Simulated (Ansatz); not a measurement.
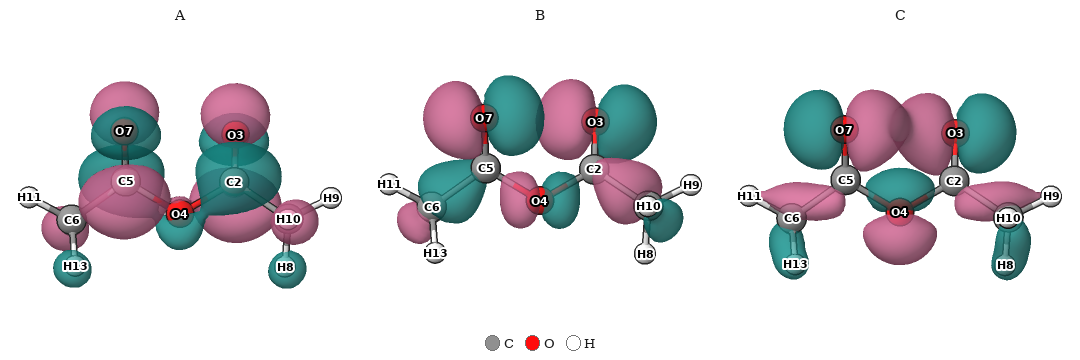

Figure. C₄H₆O₃ (SMILES CC(=O)OC(C)=O). Three frontier orbitals at ±0.1 Å⁻³ᐟ² (teal and pink are the two phases), in no order.

Geometry: PBE0-D4/def2-TZVP.

Computed with Ansatz, RKS PBE0-D4/def2-TZVPP.

```tsv
atom	x (Å)	y (Å)	z (Å)
C	0.8577	-0.7275	2.0942
C	0.9115	-0.6920	0.6032
O	1.7207	-1.2112	-0.0943
O	-0.1748	0.0035	0.1048
C	-0.0821	0.6760	-1.0999
C	-1.4207	0.7384	-1.7570
O	0.9290	1.1598	-1.4930
H	-0.1330	-1.0386	2.4292
H	1.6194	-1.4045	2.4725
H	1.0305	0.2800	2.4803
H	-1.3757	1.3997	-2.6185
H	-1.7082	-0.2669	-2.0743
H	-2.1742	1.0833	-1.0472
```

> Which picture is the HOMO−1, the HOMO and the LUMO?

C is the HOMO−1 (−8.66 eV). It lies mainly on O3 (about 30 %), O7 (about 30 %) and O4 (about 15 %); largely a combination of lone pairs on O3, O7 and O4. B is the HOMO (−8.08 eV). By Hirshfeld shares it lies mainly on O3 (about 35 %), O7 (about 35 %), O4 (about 5 %), C2 (about 5 %) and C5 (about 5 %); largely a combination of lone pairs on O3, O7 and O4. A is the LUMO (−0.73 eV). It lies mainly on C2 (about 20 %), C5 (about 20 %), O7 (about 15 %), O3 (about 15 %) and O4 (about 5 %).

> What is the HOMO–LUMO gap?

7.35 eV between the orbital energies.
